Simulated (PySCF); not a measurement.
SMILES CO[Si](c1ccccc1)OC (C₈H₁₁O₂Si), doublet at its GFN2-xTB optimised geometry (Å):

```
22

C     -2.6120    -2.1418    -1.8903
O     -2.8243    -0.9254    -1.2572
Si    -2.0420    -0.2581     0.0000
O     -2.8228     1.1655     0.0000
C     -2.7336     2.2326     0.8828
C     -0.1671    -0.2581     0.0000
C      0.5575     0.7922     0.5823
C      1.9319     0.7444     0.6884
C      2.6315    -0.3657     0.2404
C      1.9340    -1.4298    -0.3120
C      0.5597    -1.3834    -0.4161
H     -2.4977    -2.9536    -1.1666
H     -3.4785    -2.3481    -2.5207
H     -1.7183    -2.1012    -2.5191
H     -2.4579     1.9052     1.8884
H     -1.9907     2.9536     0.5299
H     -3.7073     2.7246     0.9240
H      0.0309     1.6678     0.9321
H      2.4656     1.5785     1.1223
H      3.7073    -0.4036     0.3247
H      2.4693    -2.3015    -0.6614
H      0.0338    -2.2239    -0.8451
```

Calculation: unrestricted B3LYP/def2-SVP run with PySCF.

Map of the Laplacian of the electron density (e/bohr⁵) on the plane z = 1.5 Å:

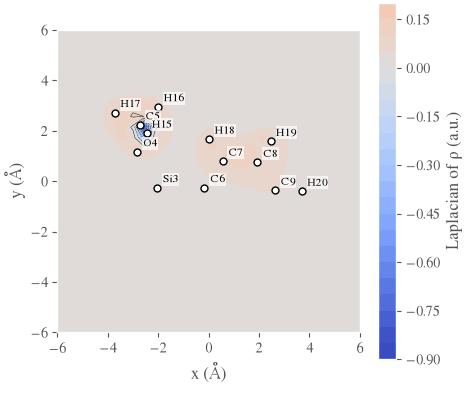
Figure: Laplacian of the electron density (e/bohr⁵) on the plane z = 1.5 Å.
